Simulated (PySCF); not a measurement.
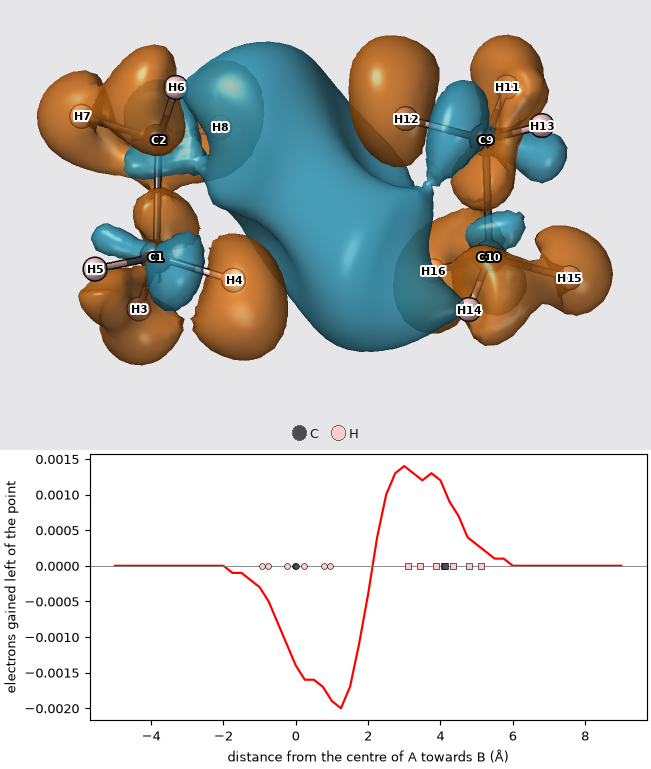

*C4H12, SMILES `CC.CC`. Density of the complex less the densities of the two fragments at the same geometry, ±0.00015 e/Å³ (light blue: gain, orange: loss). Fragment A: H6C2 (atoms 1–8); fragment B: H6C2. Below: the charge-displacement curve along the line of centres (A on the left).*

PySCF calculation, r2SCAN/def2-SVPD, gas phase; geometry: GFN2-xTB.

Coordinates in Å:

```
C1      -2.0694    0.7301   -0.2182
C2      -2.0422   -0.7258    0.2226
H3      -2.2866    1.3813    0.6257
H4      -1.1089    1.0222   -0.6363
H5      -2.8343    0.8866   -0.9758
H6      -1.8289   -1.3780   -0.6217
H7      -3.0020   -1.0169    0.6436
H8      -1.2764   -0.8827    0.9790
C9       2.0315   -0.7299   -0.2228
C10      2.0802    0.7254    0.2182
H11      2.2945   -1.3884    0.6021
H12      1.0335   -0.9927   -0.5654
H13      2.7306   -0.9074   -1.0372
H14      1.8240    1.3852   -0.6081
H15      3.0768    0.9877    0.5665
H16      1.3771    0.9036    1.0288
```

### How is the density rearranged on binding?

Hirshfeld charges show almost no net transfer (under 0.005 e). 0.01 e is displaced in all, which induces a dipole of 0.01 D.

### What is the interaction energy, and which contacts carry it?

The counterpoise-corrected interaction energy of the frozen fragments is −0.5 kcal/mol without dispersion correction and −1.0 kcal/mol with D3(BJ). The pair geometry is semi-empirical, not a minimum at this level. Contacts: H8···H12, H···H contact, 2.78 Å, ρ = 0.003 a.u.; H4···C10, 3.31 Å, ρ = 0.002 a.u. The pose is a local one from a semi-empirical search, not shown to be the most stable.
